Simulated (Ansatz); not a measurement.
# CH3NSi: composite energy at a relaxed geometry from a Python script

The task is a composite energy at a relaxed geometry, for CH3NSi.

Computed with Ansatz 0.2.0, driven from Python. The levels of theory stand in the script.

## Step 1: The system

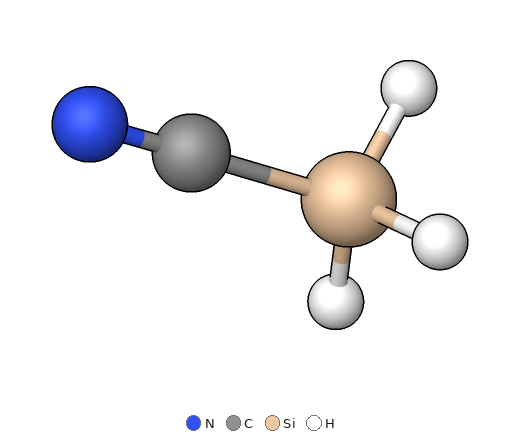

The starting structure, viewed from a chosen angle; nitrogen blue, carbon grey, silicon light orange, hydrogen white.

No structure file is read: the coordinates are typed or built in the script.

## Step 2: Script

composite_ch3nsi.py

```python
'''Relax CH3NSi cheaply, then refine its energy.'''

import itertools

import ansatz as az
from ase import Atoms
from ase.data import atomic_numbers, covalent_radii
import numpy as np

atoms = Atoms(['N', 'C', 'Si', 'H', 'H', 'H'], positions=[
    [1.1632, -1.988, 1.1014],
    [0.5875, -1.0424, 0.5788],
    [-0.2858, 0.4189, -0.2563],
    [-1.3701, -0.0007, -1.0297],
    [0.6653, 1.1158, -1.1977],
    [-0.718, 1.4324, 0.7573],
])
geometry = az.Crystal.molecule_from_ase(atoms)

model = geometry.calculation()
model = model.basis(gaussian='def2-SVP')
model = model.functional('pbe0')
symbols = [site.symbol for site in geometry.cartesian_sites]
start = np.array([site.position_ang for site in geometry.cartesian_sites], dtype=float)
r = model.relax(force_tolerance=0.01).run(threads=1, pin='off').report
end = np.array(r['positions_ang'])
# pairs closer than 1.2 times the sum of covalent radii, before or after
radius = [covalent_radii[atomic_numbers[s]] for s in symbols]
span = lambda where, i, j: np.linalg.norm(where[i] - where[j])
bonded = [(i, j) for i, j in itertools.combinations(range(len(symbols)), 2) if min(span(start, i, j), span(end, i, j)) < 1.2 * (radius[i] + radius[j])]
print('pair        before    after (A)')
for i, j in bonded:
    print(f'{symbols[i]}{i}-{symbols[j]}{j}'.ljust(10), f'{span(start, i, j):8.4f} {span(end, i, j):8.4f}')

minimum = az.Crystal.molecule()
for symbol, place in zip(symbols, end):
    minimum = minimum.atom(symbol, place.tolist())
at_minimum = minimum.calculation()
# MP2 extrapolated to the basis limit, plus the small-basis difference CCSD(T) - MP2
level = lambda method, basis: at_minimum.basis(gaussian=basis).correlation(method).run(threads=1, pin='off').report
small, large, cluster = level('mp2', 'cc-pVDZ'), level('mp2', 'cc-pVTZ'), level('ccsd_t', 'cc-pVDZ')
corr = lambda each: (each['free_energy_ev'] - each['reference_energy_ev']) / 27.211386246
mp2_limit = (27 * corr(large) - 8 * corr(small)) / 19
pieces = {'HF / cc-pVTZ': large['reference_energy_ev'] / 27.211386246, 'MP2 correlation, DZ-TZ limit': mp2_limit, 'CCSD(T) - MP2 / cc-pVDZ': corr(cluster) - corr(small)}
for name, value in pieces.items():
    print(f'{name:32s} {value:14.6f} Ha')
print(f'{"sum":32s} {sum(pieces.values()):14.6f} Ha')
print('T1 diagnostic', round(cluster['correlation']['coupled_cluster']['t1_diagnostic'], 4))
```

## Step 3: The input behind the calls

The engine receives this input (first run):

```yaml
crystal:
  periodic: [false, false, false]
  atoms:
    - { symbol: "N", position_ang: [1.1632, -1.988, 1.1014] }
    - { symbol: C, position_ang: [0.5875, -1.0424, 0.5788] }
    - { symbol: Si, position_ang: [-0.2858, 0.4189, -0.2563] }
    - { symbol: H, position_ang: [-1.3701, -0.0007, -1.0297] }
    - { symbol: H, position_ang: [0.6653, 1.1158, -1.1977] }
    - { symbol: H, position_ang: [-0.718, 1.4324, 0.7573] }
basis:
  gaussian:
    orbitals: def2-SVP
hamiltonian:
  xc: pbe0
relax:
  f_tol: 0.01
```

## Step 4: The run

Launch:

```
$ python composite_ch3nsi.py
```

Standard output:

```text
pair        before    after (A)
N0-C1        1.2242   1.1595
C1-Si2       1.8962   1.8589
Si2-H3       1.3964   1.4871
Si2-H4       1.5088   1.4871
Si2-H5       1.4971   1.4871
HF / cc-pVTZ                        -383.036317 Ha
MP2 correlation, DZ-TZ limit          -0.498867 Ha
CCSD(T) - MP2 / cc-pVDZ               -0.043341 Ha
sum                                 -383.578525 Ha
T1 diagnostic 0.0132
```

It took 12 s on 1 thread of Arm Neoverse V2, shared host; peak memory 0.26 GiB.

## Step 5: The relaxation of run 0, step by step

Relaxation path:

```csv
step,E - E(step 1) (eV),largest force component (eV/Å)
1,0.0000,5.1497
2,-0.3630,0.6334
3,-0.3753,0.1078
4,-0.3758,0.0164
5,-0.3758,0.0105
6,-0.3758,0.0005
```

Step 1 is the start.

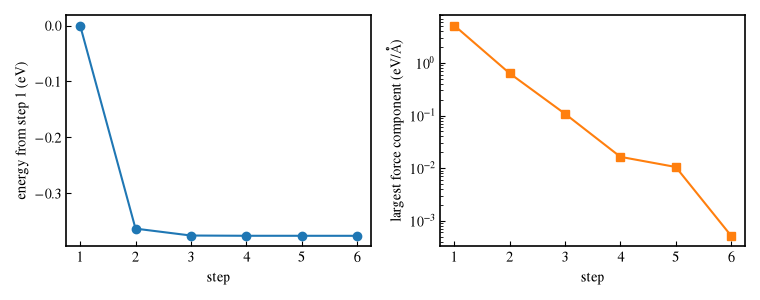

Energy and largest force along the relaxation.

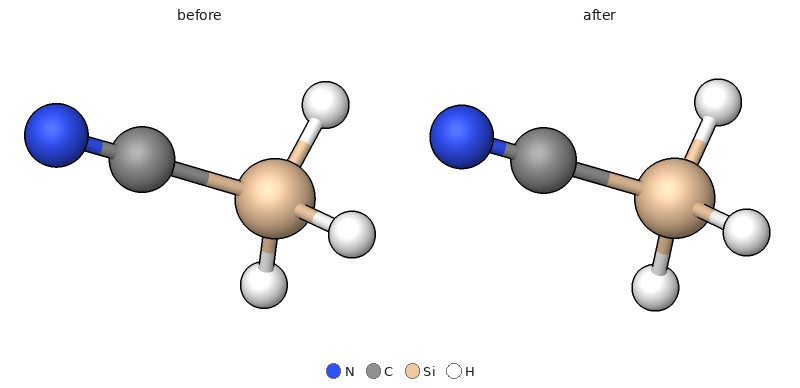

The structure before (left) and after (right) the relaxation, drawn at the same scale.

Before: Bond lengths: N1–C2 1.224 Å, C2–Si3 1.896 Å, Si3–H4 1.396 Å, Si3–H5 1.509 Å, Si3–H6 1.497 Å. Angles: N1–C2–Si3 179.0°, C2–Si3–H4 111.7°, C2–Si3–H5 109.9°, C2–Si3–H6 110.9°, H4–Si3–H5 106.4°, H4–Si3–H6 110.7°, H5–Si3–H6 107.0°.

After: Bond lengths: N1–C2 1.160 Å, C2–Si3 1.859 Å, Si3–H4 1.487 Å, Si3–H5 1.487 Å, Si3–H6 1.487 Å. Angles: N1–C2–Si3 180.0°, C2–Si3–H4 107.7°, C2–Si3–H5 107.7°, C2–Si3–H6 107.7°, H4–Si3–H5 111.2°, H4–Si3–H6 111.2°, H5–Si3–H6 111.2°.

Run 0 is this relaxation; the runs after it count from 1.

## Step 6: The runs side by side

The 3 runs, in the order started:

```
run    basis  method  energy (eV)  iterations in all  CPU time (s)
  1  cc-pVDZ     mp2  -10432.1854                 11          0.34
  2  cc-pVTZ     mp2  -10435.5745                 11           1.3
  3  cc-pVDZ  ccsd_t  -10433.3647                 17          0.95
```

## Step 7: Outcome

```
        quantity           value
   T1 diagnostic          0.0132
composite energy  -383.578525 Ha
   runs compared               3
```

In words: All 3 runs converged (11 to 17 cycles). A T1 diagnostic under about 0.02 supports a single-reference treatment, as here. Run 0: The relaxation took 5 moves; the largest shift is 0.114 Å, of atom 1 (N). Caveats:
- The sum leaves out core correlation, relativity, the Hartree-Fock basis error and zero-point energy; a DZ-TZ extrapolation is rough.
- Inner cores stay frozen, so this is valence correlation.
- For Al to Cl the sets with a tight d function, cc-pV(X+d)Z, are usual.
- An extrapolation from small basis sets is rough.
